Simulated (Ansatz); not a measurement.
Consider GeH$_{2}$OSi$_{2}$.

```csv
atom,x (Å),y (Å),z (Å)
Ge,-1.1595,0.3546,0.4797
O,-1.6906,0.1868,3.6913
Si,-2.2226,-0.6721,2.2991
Si,-0.4590,0.8160,2.6686
H,-2.7975,-1.9906,2.7187
H,0.7881,1.0347,3.4699
```

Geometry: PBE0-D3(BJ)/def2-SVP.

Computed with isolated molecule in a Gaussian basis; Kohn-Sham density functional theory, functional PBE0 in Ansatz 0.2.0.

Question: What can the converged electron density and electron localisation function tell about the bonding?

Answer: Si–O (1.72 Å): ρ is about 1 e/Å³ halfway; the ELF peaks at about 0.85 between the atoms; a shared but strongly polarised pair.
Si–Si (2.34 Å): ρ at the midpoint is about 0.45 e/Å³; the ELF is about 0.40 at the midpoint.

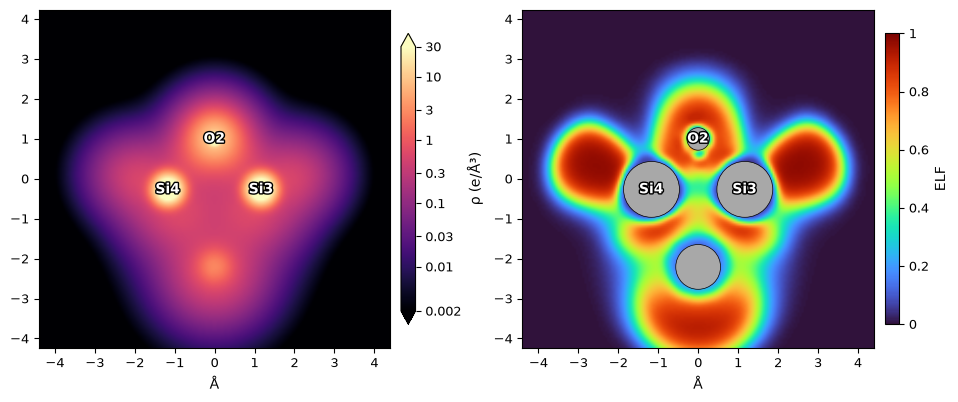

Computed electron density and electron localisation function on the plane of atoms O2, Si3 and Si4, in this order. Grey discs cover the atomic cores in the ELF map. 
